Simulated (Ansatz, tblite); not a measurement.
# Ge(SMe)2Me2 (C4H12GeS2): charged states by level of theory

Aim: the energy of removing an electron for Ge(SMe)2Me2 (C4H12GeS2), by energy differences, and how well orbital energies stand in for it.

Method: as each input shows; program: Ansatz 0.2.0, Gaussian basis.

Plan: charge +1 doublet, at the geometry of the singlet (PBE0-D4/def2-TZVP, PBE-D4/def2-TZVP, r2SCAN0-D4/def2-TZVP); the starting singlet's energies come from earlier runs.

2 further runs of the same task are left out: 2 set aside as unsound or not needed.

## 1. The geometry

The geometry is that of the singlet, from an earlier relaxation (r2SCAN-D4/def2-SVP).

19 atoms, charge 0, spin multiplicity 1.

Atoms are counted from 1 here; the program's logs count them from 0.

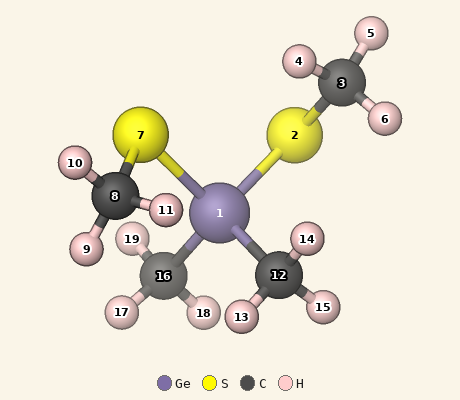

The geometry (germanium purple, sulfur yellow, carbon dark grey, hydrogen pink); atoms are numbered from 1 in the order of the file.

## 2. Charge +1 doublet at the fixed geometry, PBE0-D4/def2-TZVP

in.yaml reads:

```yaml
crystal:
  periodic: [false, false, false]
  atoms:
    - {symbol: Ge, position_ang: [-0.395327, -0.512911, 0.205952]}
    - {symbol: S, position_ang: [-0.027596, -0.805691, 2.381065]}
    - {symbol: C, position_ang: [1.153386, 0.559898, 2.684606]}
    - {symbol: H, position_ang: [1.958098, 0.549634, 1.934892]}
    - {symbol: H, position_ang: [1.587581, 0.389648, 3.679266]}
    - {symbol: H, position_ang: [0.647413, 1.536372, 2.681122]}
    - {symbol: S, position_ang: [1.602301, -0.803830, -0.777251]}
    - {symbol: C, position_ang: [1.383721, 0.167452, -2.313945]}
    - {symbol: H, position_ang: [0.558114, -0.217771, -2.931411]}
    - {symbol: H, position_ang: [2.317743, 0.062000, -2.883912]}
    - {symbol: H, position_ang: [1.222233, 1.234810, -2.103500]}
    - {symbol: C, position_ang: [-1.049548, 1.287964, -0.183098]}
    - {symbol: H, position_ang: [-1.306664, 1.389660, -1.248777]}
    - {symbol: H, position_ang: [-0.292608, 2.044723, 0.070378]}
    - {symbol: H, position_ang: [-1.953736, 1.475218, 0.416148]}
    - {symbol: C, position_ang: [-1.667826, -1.888639, -0.323922]}
    - {symbol: H, position_ang: [-1.830915, -1.851021, -1.411734]}
    - {symbol: H, position_ang: [-2.631215, -1.735976, 0.186306]}
    - {symbol: H, position_ang: [-1.275156, -2.881529, -0.062193]}
basis:
  gaussian: {orbitals: def2-TZVP}
total_charge: 1
magnetization: {spin_polarized: true, initial_magnetization: 1}
hamiltonian: {xc: pbe0, dispersion: d4}
scf: {omitted_lower_state_checks: [starts]}
output: {orbitals: {seedname: orbitals}}
```

Run with:

```
ansatz run in.yaml --threads 2 --pin off --events-out ev --progress --plain --max-ram 31744MiB --backend cuda --devices 0, --max-vram 18GiB
```

Standard output:

```text
Functional definition: PBE0
  name "PBE0"
  cite "Adamo & Barone, J. Chem. Phys. 110, 6158 (1999) doi:10.1063/1.478522"
  cite "Perdew, Burke & Ernzerhof, Phys. Rev. Lett. 77, 3865 (1996) doi:10.1103/PhysRevLett.77.3865"
  parent pbe
  parameter a = 0.25
  parameter kappa = 0.804
  parameter beta = 0.06672455060314922
  exchange = (1 - a)*pbe_x(kappa = kappa, mu = beta*pi^2/3) + a*exact_x
  correlation = pbe_c(beta = beta)
these checks for a lower state are left out or cut short: starts
2191 factors; their error is unknown
mean field evaluation 1: about -82486.5247 eV, gradient 7.0e1 eV
mean field evaluation 2: about -82462.5597 eV, gradient 9.1e1 eV
mean field evaluation 4: about -82505.6837 eV, gradient 2.1e1 eV
mean field evaluation 8: about -82508.6812 eV, gradient 1.5e0 eV
mean field evaluation 16: about -82508.9848 eV, gradient 6.5e-2 eV
mean field -82508.98483560 eV, -3032.1492661097 hartree, gradient 2.5e-5 eV, S^2 0.757810; 0 other end points of the search recorded, 0 dependent functions left out
reference -82508.98487419 eV, -3032.1492675280 hartree; 50, 49 occupied and 268, 269 virtual orbitals, 2191 factors
Total energy: -82509.43407439 eV, -3032.1657753306 hartree
Checks for a lower state left out: starts
```

It took 3 s on 1 × H100 (card shared with other runs) with 2 threads of AMD EPYC 7R13, shared host; peak host memory 0.95 GiB.

Report: HOMO -11.15 eV, LUMO -9.91 eV (over both spins); ⟨S²⟩ 0.758 (pure: 0.75).

## 3. Charge +1 doublet at the fixed geometry, PBE-D4/def2-TZVP

start.molden holds the orbitals of an earlier run on this state, given as this run's starting guess.

in.yaml: that of step 2 with these lines changed.

```diff
@@ -23,6 +23,6 @@
 basis:
-  gaussian: {orbitals: def2-TZVP}
+  gaussian: {orbitals: def2-TZVP, initial_orbitals: start.molden}
 total_charge: 1
 magnetization: {spin_polarized: true, initial_magnetization: 1}
-hamiltonian: {xc: pbe0, dispersion: d4}
+hamiltonian: {xc: pbe, dispersion: d4}
 scf: {omitted_lower_state_checks: [starts]}
```

Launched as before.

Standard output:

```text
Functional definition: PBE
  name "PBE"
  cite "Perdew, Burke & Ernzerhof, Phys. Rev. Lett. 77, 3865 (1996) doi:10.1103/PhysRevLett.77.3865"
  parent pbe
  parameter kappa = 0.804
  parameter beta = 0.06672455060314922
  exchange = pbe_x(kappa = kappa, mu = beta*pi^2/3)
  correlation = pbe_c(beta = beta)
these checks for a lower state are left out or cut short: starts
2128 factors; their error is unknown
mean field evaluation 1: about -82505.0722 eV, gradient 1.1e1 eV
mean field evaluation 2: about -82505.2651 eV, gradient 2.6e-1 eV
mean field evaluation 4: about -82505.2045 eV, gradient 9.3e-3 eV
mean field -82505.20450958 eV, -3032.0103416910 hartree, gradient 4.3e-5 eV, S^2 0.752570; 0 other end points of the search recorded, 0 dependent functions left out
reference -82505.20456086 eV, -3032.0103435755 hartree; 50, 49 occupied and 268, 269 virtual orbitals, 2128 factors
Total energy: -82505.72162197 eV, -3032.0293452207 hartree
Checks for a lower state left out: starts
```

It took 1.9 s on 1 × H100 (card shared with other runs) with 2 threads of AMD EPYC 7R13, shared host; peak host memory 0.91 GiB.

Report: HOMO -10.44 eV, LUMO -10.34 eV (over both spins); ⟨S²⟩ 0.753 (pure: 0.75).

## 4. Charge +1 doublet at the fixed geometry, r2SCAN0-D4/def2-TZVP

in.yaml: that of step 3 with these lines changed.

```diff
@@ -26,3 +26,3 @@
 magnetization: {spin_polarized: true, initial_magnetization: 1}
-hamiltonian: {xc: pbe, dispersion: d4}
+hamiltonian: {xc: {name: r2SCAN0}, dispersion: d4}
 scf: {omitted_lower_state_checks: [starts]}
```

Same command.

Standard output, shortened:

```text
Functional definition: r2SCAN0
  name "r2SCAN0"
  cite "Bursch, Neugebauer, Ehlert & Grimme, J. Chem. Phys. 156, 134105 (2022) doi:10.1063/5.0086040"
  cite "Furness, Kaplan, Ning, Perdew & Sun, J. Phys. Chem. Lett. 11, 8208 (2020) doi:10.1021/acs.jpclett.0c02405"
  cite "Furness, Kaplan, Ning, Perdew & Sun, J. Phys. Chem. Lett. 11, 9248 (2020) doi:10.1021/acs.jpclett.0c03077"
  parent r2scan
[...]
2191 factors; their error is unknown
[...]
mean field -82523.46075558 eV, -3032.6812463569 hartree, gradient 1.8e-5 eV, S^2 0.761661; 0 other end points of the search recorded, 0 dependent functions left out
reference -82523.46076985 eV, -3032.6812468812 hartree; 50, 49 occupied and 268, 269 virtual orbitals, 2191 factors
Total energy: -82523.62419610 eV, -3032.6872526851 hartree
Checks for a lower state left out: starts
```

Wall time 5.5 s (1 × H100 (card shared with other runs) with 2 threads of AMD EPYC 7R13, shared host); peak host memory 1.1 GiB.

HOMO -11.21 eV, LUMO -9.92 eV (over both spins); ⟨S²⟩ 0.762 (pure: 0.75).

## 5. Vertical ionisation energy

Charged state less starting state, singlet to doublet; the starting state's energies are those of its earlier runs.

```csv
level,vertical ionisation energy (eV),time
PBE-D4/def2-TZVP,+7.90,3.6 s
PBE0-D4/def2-TZVP,+8.28,5 s
r2SCAN0-D4/def2-TZVP,+8.35,8.6 s
```

Times add the two runs; a level without a time comes out of a correlated run.

Beside −ε(HOMO) of the starting state:

```csv
level,−ε(HOMO) (eV),by difference (eV),mismatch (eV)
PBE-D4/def2-TZVP,5.37,7.90,-2.53
PBE0-D4/def2-TZVP,6.56,8.28,-1.72
r2SCAN0-D4/def2-TZVP,6.72,8.35,-1.63
```

## 6. Outcome

| quantity | value |
| --- | --- |
| vertical ionisation energy, functionals in def2-TZVP | 7.90 (PBE-D4) to 8.35 eV (r2SCAN0-D4) |

In words: The vertical ionisation energy spans 7.90 to 8.35 eV over the functionals. −ε(HOMO) misses the level's own difference by -1.63 eV at best (r2SCAN0-D4) and -2.53 eV at worst (PBE-D4).
